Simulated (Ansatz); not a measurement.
# What Ag2Bi (built on the sites of a database entry of YAu2) distorts into, part 2 of 3

Aim: this structure of Ag2Bi (built on the sites of a database entry of YAu2) is to be tested for unstable modes, and one is followed downhill.

Ansatz 0.2.0; DFT PBEsol, scalar-relativistic, plane waves, PAW.

So far, highest frequency on the path or at a solved wavevector (cm⁻¹): step 2 (the dispersion) 134. Also lowest frequency on the path (cm⁻¹): step 2 -32.9.

The structure was built from a prototype and need not be the compound's stable phase.

### Step 6. Relaxing from the distorted cell

Starting from the lowest point found, all atoms and the cell are let go, so that strain and other modes of the same symmetry can join in.

Contents of input.yaml:

```yaml
crystal:
  lattice:
    - [0.0, 3.5043506677, 0.0]
    - [-1.7521753339, 1.7521753339, 5.1442189493]
    - [7.0087013355, 0.0, 0.0]
  atoms:
    - { symbol: Bi, position: [0.0052778584, -0.0105557168, -0.0112527748] }
    - { symbol: Bi, position: [-0.0052778584, 0.0105557168, 0.5112527748] }
    - { symbol: Ag, position: [0.3259513539, 0.3480972922, 0.3234944107] }
    - { symbol: Ag, position: [0.3059299931, 0.3881400139, 0.8605649158] }
    - { symbol: Ag, position: [0.6740486461, 0.6519027078, 0.1765055893] }
    - { symbol: Ag, position: [0.6940700069, 0.6118599861, 0.6394350842] }
kpoints:
  mp_grid: { grid: [10, 10, 6] }
hamiltonian:
  xc: pbesol
scf:
  occupations: { method: methfessel_paxton, width: 0.2 }
output:
  forces: true
  stress: true
  eigenvalues: true
relax:
  adjacent_minimum: "off"
  f_tol: 0.002
  max_steps: 120
  cell: { stress_tol: 0.03 }
```

Launch:

```
$ ansatz run input.yaml --threads 8 --pin off --max-ram 14336MiB --backend cpu --events-out ev --progress --plain --runs-dir out
```

Numbers of over 12 decimals in the logs are rounded to 6 here.

The log of the run:

```text
[...]
Crystal: 6 atoms, lattice volume = 126.347 Å³
Basis set: ecut = 420 eV, 2451 PW (Γ), exchange–correlation on 48×80×96 points (8 copies of the dense FFT grid, shifted against one another)
Bands: 64, of which v1, the nominal top of the filled ones, is band 53 counted from 1 (52 counted from 0)
Symmetry: 4 space group operations
[...]
k-points: 172 of 600
[...]
SCF iter   1: F=—  HF=-54572.454575 eV  |F-HF|=—  |Δ(HF+E_count)|=         —  Δρ=7.26e-3  dr2=6.49e-2  ethr=1.77e-3  ⟨swp⟩=6.5  Hψ=40911  notcnv=0  defer=15
[...]
SCF iter   7: F=-54572.437131 eV  HF=-54572.437131 eV  |F-HF|=2.28e-8  |Δ(HF+E_count)|=   2.95e-8  S|Δr|=    0.00e0  Δρ=4.75e-6  dr2=4.20e-8  ethr=9.43e-11  ⟨swp⟩=9.3  Hψ=49459  notcnv=0
SCF 1 converged in 7 iterations: F = -54572.437131 eV  dr2 = 4.20e-8
[...]
relax step   1: F+E_penalty+E_count = -54572.43713124 eV  Δ(F+E_penalty+E_count) = +0.000e0 eV  max|allowed force component| = 3.351e-2 eV/Å  Δτ_max = 0.0000 Å  P = -0.015 GPa  Ω = 126.347 Å³  (7 SCF iters, dr2 threshold 1.00e-7 eV, accepted)
Crystal: 6 atoms, lattice volume = 126.276 Å³
Basis set: ecut = 420 eV, 2455 PW (Γ), exchange–correlation on 48×80×96 points (8 copies of the dense FFT grid, shifted against one another)
[...]
iter 1 solved again at ethr=2.52e-7 eV; its pass at ethr=3.10e-3 eV (dr2=2.67e-4 eV) is discarded
[...]
SCF iter   5: F=-54572.440488 eV  HF=-54572.440488 eV  |F-HF|=1.67e-7  |Δ(HF+E_count)|=   2.05e-7  S|Δr|=    0.00e0  Δρ=1.13e-5  dr2=2.42e-7  ethr=3.59e-10  ⟨swp⟩=5.5  Hψ=41763  notcnv=0
SCF 2 converged in 5 iterations: F = -54572.440488 eV  dr2 = 2.42e-7
relax step   2: F+E_penalty+E_count = -54572.44048812 eV  Δ(F+E_penalty+E_count) = -3.357e-3 eV  max|allowed force component| = 1.288e-2 eV/Å  Δτ_max = 0.0085 Å  P = +0.060 GPa  Ω = 126.276 Å³  energy of the carried Pulay correction = +1.682e-5 eV  (5 SCF iters, dr2 threshold 3.80e-7 eV, accepted)
Crystal: 6 atoms, lattice volume = 126.935 Å³
Basis set: ecut = 420 eV, 2467 PW (Γ), exchange–correlation on 48×80×96 points (8 copies of the dense FFT grid, shifted against one another)
[...]
SCF iter   7: F=-54572.440856 eV  HF=-54572.440856 eV  |F-HF|=8.27e-8  |Δ(HF+E_count)|=   5.32e-7  S|Δr|=    0.00e0  Δρ=9.29e-6  dr2=1.58e-7  ethr=2.88e-10  ⟨swp⟩=3.7  Hψ=44218  notcnv=0
SCF 3 converged in 7 iterations: F = -54572.440856 eV  dr2 = 1.58e-7
relax step   3: F+E_penalty+E_count = -54572.44085614 eV  Δ(F+E_penalty+E_count) = -3.680e-4 eV  max|allowed force component| = 1.435e-1 eV/Å  Δτ_max = 0.0765 Å  P = -0.033 GPa  Ω = 126.935 Å³  energy of the carried Pulay correction = -1.401e-4 eV  (7 SCF iters, dr2 threshold 3.05e-7 eV, accepted)
[...]
relax step   4: F+E_penalty+E_count = -54572.44564392 eV  Δ(F+E_penalty+E_count) = -4.788e-3 eV  max|allowed force component| = 1.044e-1 eV/Å  Δτ_max = 0.0518 Å  P = -0.118 GPa  Ω = 126.840 Å³  energy of the carried Pulay correction = -1.174e-4 eV  (7 SCF iters, dr2 threshold 6.00e-7 eV, accepted)
[...]
relax step   5: F+E_penalty+E_count = -54572.45249138 eV  Δ(F+E_penalty+E_count) = -6.847e-3 eV  max|allowed force component| = 5.035e-2 eV/Å  Δτ_max = 0.0379 Å  P = -0.027 GPa  Ω = 126.479 Å³  energy of the carried Pulay correction = -3.153e-5 eV  (6 SCF iters, dr2 threshold 6.00e-7 eV, accepted)
[...]
relax step   6: F+E_penalty+E_count = -54572.46063609 eV  Δ(F+E_penalty+E_count) = -8.145e-3 eV  max|allowed force component| = 3.003e-2 eV/Å  Δτ_max = 0.0907 Å  P = +0.741 GPa  Ω = 125.437 Å³  energy of the carried Pulay correction = +2.178e-4 eV  (8 SCF iters, dr2 threshold 1.58e-7 eV, accepted)
[...]
relax step   7: F+E_penalty+E_count = -54572.46325994 eV  Δ(F+E_penalty+E_count) = -2.624e-3 eV  max|allowed force component| = 2.205e-2 eV/Å  Δτ_max = 0.0286 Å  P = -0.101 GPa  Ω = 126.690 Å³  energy of the carried Pulay correction = -8.185e-5 eV  (6 SCF iters, dr2 threshold 6.00e-7 eV, accepted)
[...]
relax step   8: F+E_penalty+E_count = -54572.46463339 eV  Δ(F+E_penalty+E_count) = -1.373e-3 eV  max|allowed force component| = 5.518e-3 eV/Å  Δτ_max = 0.0151 Å  P = +0.013 GPa  Ω = 126.495 Å³  energy of the carried Pulay correction = -3.523e-5 eV  (7 SCF iters, dr2 threshold 1.03e-7 eV, accepted)
[...]
relax step   9: F+E_penalty+E_count = -54572.46468038 eV  Δ(F+E_penalty+E_count) = -4.699e-5 eV  max|allowed force component| = 1.728e-3 eV/Å  Δτ_max = 0.0031 Å  P = -0.005 GPa  Ω = 126.503 Å³  energy of the carried Pulay correction = -3.710e-5 eV  (6 SCF iters, dr2 threshold 6.31e-9 eV, accepted)
[...]
SCF iter   6: F=-54572.464495 eV  HF=-54572.464495 eV  |F-HF|=0.00e0  |Δ(HF+E_count)|=  2.91e-11  S|Δr|=    0.00e0  Δρ=8.86e-8  dr2=1.86e-11  ethr=1.00e-12  ⟨swp⟩=6.9  Hψ=50191  notcnv=0
SCF 10 converged in 6 iterations: F = -54572.464495 eV  dr2 = 1.86e-11
relax step  10: F+E_penalty+E_count = -54572.46449503 eV  Δ(F+E_penalty+E_count) = +1.853e-4 eV  max|allowed force component| = 1.774e-3 eV/Å  Δτ_max = 0.0000 Å  P = -0.007 GPa  Ω = 126.503 Å³  stress off target by 9.52e-3 GPa  SCF on the basis re-selected at this cell (its energy is not comparable with the rows above)  (6 SCF iters)
basis re-selected at this cell: Δ(F+E_penalty+E_count) = +1.853e-4 eV, ΔP = -0.002 GPa vs the last step (what re-selecting the basis moved, of the pressure what is left beyond the Pulay correction that the steps carried, after the strain that the cell walked since its last selection, with what the two solves' SCF thresholds leave and, on support functions, any second-order correction that the steps lacked; it is no m [...]
SCF converged after 6 iterations
[...]
Free energy (F): -54572.464495 eV
[...]
Internal energy: -54572.463757 eV  (E = F + TS)
E sigma→0 (E₀):  -54572.464311 eV
Entropy (-TS):   -0.000738 eV (-0.123 meV/atom)
Fermi energy:    15.251350 eV
[...]
--- Forces (eV/Å), atoms counted from 1 ---
  atom   1  Bi     0.00177437    -0.00000000    -0.00071025
  atom   2  Bi    -0.00177437     0.00000000     0.00071025
  atom   3  Ag    -0.00019055    -0.00000000    -0.00098607
  atom   4  Ag    -0.00020325    -0.00000000    -0.00019986
  atom   5  Ag     0.00019055     0.00000000     0.00098607
  atom   6  Ag     0.00020325     0.00000000     0.00019986
  max |Σ_I F_I| component: 2.44e-19 eV/Å
--- Stress (GPa, compression-positive) ---
       -0.009473       0.000000       0.000428
        0.000000      -0.005150      -0.000000
        0.000428      -0.000000      -0.005827
  P = ⅓ Tr σ = -0.0068 GPa (-0.068 kbar)
--- Band table (eV; the first three rows and the last of 172) ---
  k-point 0: bands = [... 49 lower, 12.1120, 12.2685, 12.3554, 14.3564, 18.0494, 18.3939, 18.5890, 18.7670, ... 7 higher]
  k-point 1: bands = [... 49 lower, 12.0507, 12.1718, 12.4893, 14.6510, 16.7452, 17.5282, 18.6303, 19.7264, ... 7 higher]
  k-point 2: bands = [... 49 lower, 12.0675, 12.3164, 12.9512, 14.8708, 15.2309, 16.9782, 18.7648, 19.2446, ... 7 higher]
  k-point 171: bands = [... 49 lower, 12.3271, 12.9838, 13.4856, 15.3171, 15.6809, 16.5093, 16.9183, 17.2442, ... 7 higher]
--- Relaxed structure (9 steps of the walk, 9 accepted, 1 SCFs on fresh bases) ---
  F+E_penalty+E_count = -54572.46449503 eV   max|allowed force component| = 1.774e-3 eV/Å   (the final SCF, on the basis selected at the relaxed cell)
  cell:  # Å, volume = 126.5025 Å³
    - [0, 3.348687, -1.6273995762065195e-11]
    - [-1.706127, 1.674343, 5.411862]
    - [6.965248, 2.3296622837425557e-13, 0.047937]
  atoms:
    - { symbol: Bi, position: [0.019369, -0.038737, -0.026422] }
    - { symbol: Bi, position: [-0.019369, 0.038737, 0.526422] }
    - { symbol: Ag, position: [0.336900, 0.326199, 0.294668] }
    - { symbol: Ag, position: [0.298387, 0.403226, 0.881955] }
    - { symbol: Ag, position: [0.663100, 0.673801, 0.205332] }
    - { symbol: Ag, position: [0.701613, 0.596774, 0.618045] }
```

It took 96 s on 8 threads of Arm Neoverse V2, shared host; peak memory 1.3 GiB.

Step by step:

```csv
step,energy less that of the first step (eV),largest force component (eV/Å),pressure (GPa),volume (Å³)
1,0.0000,0.0335,-0.01,126.35
2,-0.0034,0.0129,0.06,126.28
3,-0.0037,0.1435,-0.03,126.94
4,-0.0085,0.1043,-0.12,126.84
5,-0.0154,0.0504,-0.03,126.48
6,-0.0235,0.0300,0.74,125.44
7,-0.0261,0.0221,-0.10,126.69
8,-0.0275,0.0055,0.01,126.49
9,-0.0275,0.0017,0.00,126.50
10*,-0.0274,0.0018,-0.01,126.50
```

Relaxation steps marked * repeat the geometry before them on a plane-wave basis chosen anew for their cell, so energy and pressure can jump there.

The run keeps the 4 symmetry operations that it works with, so distortions that break them were not tested.

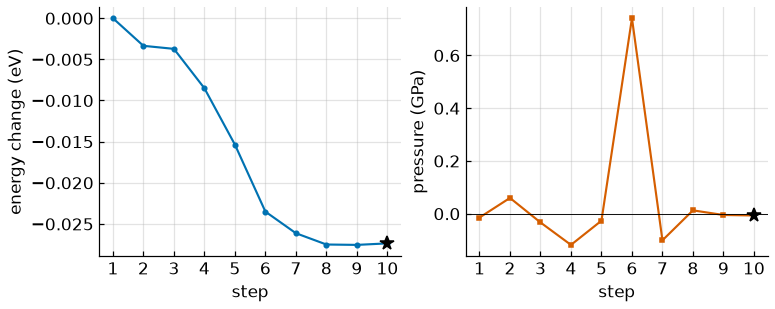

Energy and pressure along the relaxation. Stars mark steps on a basis chosen anew.

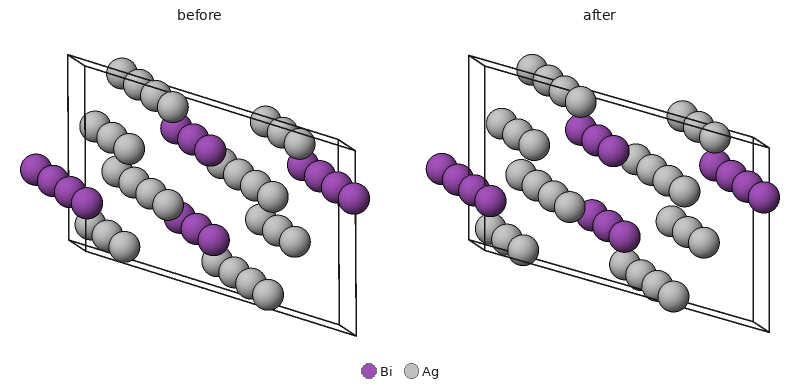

Before and after, at one scale.

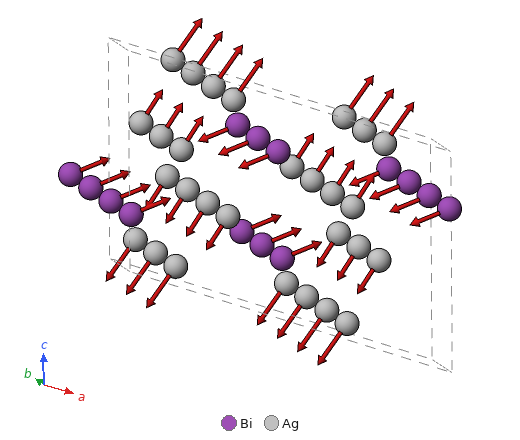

Displacements in the relaxation, exaggerated, measured against the changing cell; the longest in the cell stands for 0.20 Å. 1×3×1 conventional cells are drawn. Some periodic images of atoms are drawn too.

```csv
cell as run,before,after,change
a (Å),3.504,3.349,-4.4 %
b (Å),5.710,5.916,+3.6 %
c (Å),7.009,6.965,-0.6 %
α (°),107.87,106.38,-1.4 %
γ (°),72.13,73.56,+2.0 %
volume (Å³/atom),21.06,21.08,+0.1 %
```

The atoms that moved most (Å, as changes of fractional coordinates times the final cell):

```csv
atom,dx,dy,dz,length
Ag5,0.163,0.000,0.120,0.203
Ag3,-0.163,0.000,-0.120,0.203
Bi1,-0.058,0.000,-0.153,0.164
Bi2,0.058,0.000,0.153,0.164
Ag6,-0.123,0.000,-0.083,0.148
Ag4,0.123,0.000,0.083,0.148
```

Final coordinates:

```cif
data_structure
_symmetry_space_group_name_H-M 'P 1'
_symmetry_Int_Tables_number 1
_cell_length_a 3.3487
_cell_length_b 5.9163
_cell_length_c 6.9654
_cell_angle_alpha 106.384
_cell_angle_beta 90.000
_cell_angle_gamma 73.560
_cell_volume 126.50
loop_
_atom_site_label
_atom_site_type_symbol
_atom_site_fract_x
_atom_site_fract_y
_atom_site_fract_z
_atom_site_occupancy
Bi1 Bi 0.01937 0.96126 0.97358 1
Bi2 Bi 0.98063 0.03874 0.52642 1
Ag3 Ag 0.33690 0.32620 0.29467 1
Ag4 Ag 0.29839 0.40323 0.88195 1
Ag5 Ag 0.66310 0.67380 0.20533 1
Ag6 Ag 0.70161 0.59677 0.61805 1
```

Numbers from this step:

```
pressure        : -0.006817 GPa
volume per atom : 21.08 Å³
```

The distorted start has space group C2/m; the relaxation ends in C2/m.

### Step 7. The new phase in its own primitive cell

The relaxed structure is symmetrised, reduced to its primitive cell and relaxed tightly, as its phonons need.

Contents of input.yaml:

```yaml
crystal:
  lattice:
    - [5.6744270546, -1.6743433808, 0.0]
    - [5.6744270546, 1.6743433808, 0.0]
    - [-2.0485187836, 0.0, 6.6573683764]
  atoms:
    - { symbol: Bi, position: [0.9806312712, 0.9806312712, 0.7235778528] }
    - { symbol: Bi, position: [0.0193687288, 0.0193687288, 0.2764221472] }
    - { symbol: Ag, position: [0.6630995857, 0.6630995857, 0.0446676591] }
    - { symbol: Ag, position: [0.7016130758, 0.7016130758, 0.6319549552] }
    - { symbol: Ag, position: [0.3369004143, 0.3369004143, 0.9553323409] }
    - { symbol: Ag, position: [0.2983869242, 0.2983869242, 0.3680450448] }
kpoints:
  mp_grid: { grid: [12, 12, 6] }
hamiltonian:
  xc: pbesol
scf:
  occupations: { method: methfessel_paxton, width: 0.2 }
output:
  forces: true
  stress: true
  eigenvalues: true
relax:
  adjacent_minimum: "off"
  f_tol: 0.001
  max_steps: 60
  cell: { stress_tol: 0.01 }
```

The log of the run:

```text
[...]
Crystal: 6 atoms, lattice volume = 126.503 Å³
Basis set: ecut = 420 eV, 2465 PW (Γ), exchange–correlation on 80×80×96 points (8 copies of the dense FFT grid, shifted against one another)
Bands: 64, of which v1, the nominal top of the filled ones, is band 53 counted from 1 (52 counted from 0)
Symmetry: 4 space group operations
[...]
k-points: 242 of 864
[...]
- [5.677713, -1.674541, 0.000101807]
    - [5.677713, 1.674541, 0.000101807]
    - [-2.049586, 0.0, 6.655671]
  atoms:
    - { symbol: Bi, position: [0.982214, 0.982214, 0.726810] }
    - { symbol: Bi, position: [0.017786, 0.017786, 0.273190] }
    - { symbol: Ag, position: [0.664697, 0.664697, 0.047847] }
    - { symbol: Ag, position: [0.700729, 0.700729, 0.629504] }
    - { symbol: Ag, position: [0.335303, 0.335303, 0.952153] }
    - { symbol: Ag, position: [0.299271, 0.299271, 0.370496] }
[key lines of the parts left out:]
SCF converged after 4 iterations
Free energy (F): -54572.473438 eV
Fermi energy:    15.237785 eV
P = ⅓ Tr σ = 0.0001 GPa (0.001 kbar)
```

Run time: 88 s. Hardware: 8 threads; peak memory 1.6 GiB.

Step by step:

```csv
step,energy less that of the first step (eV),largest force component (eV/Å),pressure (GPa),volume (Å³)
1,0.0000,0.0795,0.04,126.50
2,-0.0002,0.0831,-0.08,126.70
3,-0.0016,0.0101,0.01,126.55
4,-0.0018,0.0042,-0.09,126.69
5,-0.0017,0.0167,0.09,126.45
6,-0.0018,0.0009,0.00,126.56
7*,-0.0019,0.0009,0.00,126.56
```

Relaxation steps marked * repeat the geometry before them on a plane-wave basis chosen anew for their cell, so energy and pressure can jump there. Relaxation step 5 was tried and not accepted.

Forces are held to the 4 operations that the run works with; a distortion that breaks them can't arise in this run.

```csv
cell as run,before,after,change
a (Å),5.916,5.920,+0.1 %
b (Å),5.916,5.920,+0.1 %
c (Å),6.965,6.964,-0.0 %
α (°),106.38,106.40,+0.0 %
β (°),106.38,106.40,+0.0 %
γ (°),32.88,32.86,-0.0 %
volume (Å³/atom),21.08,21.09,+0.0 %
```

The atoms that moved most (Å, as changes of fractional coordinates times the final cell):

```csv
atom,dx,dy,dz,length
Bi1,0.011,0.000,0.022,0.024
Bi2,-0.011,0.000,-0.022,0.024
Ag3,0.012,0.000,0.021,0.024
Ag5,-0.012,0.000,-0.021,0.024
Ag4,-0.005,0.000,-0.016,0.017
Ag6,0.005,0.000,0.016,0.017
```

This step gave:

| Quantity | Value |
| --- | --- |
| pressure | 1.25e-4 GPa |
| volume per atom | 21.09 Å³ |

The largest force component left is 0.89 meV/Å and the pressure is 0.000 GPa, within the tolerances set. The cell now holds 21.09 Å³/atom.

(Part 2 of 3 ends here.)

[Logs are printed without paths, hosts, clocks, repeated set-up lines and the standing remarks that a program may print on its own settings, such as how far it seeks lower states.]

[Hosts, paths, dates, database ids (printed as entryN), source tags and the programs' standing remarks are cut or masked in the printed files.]
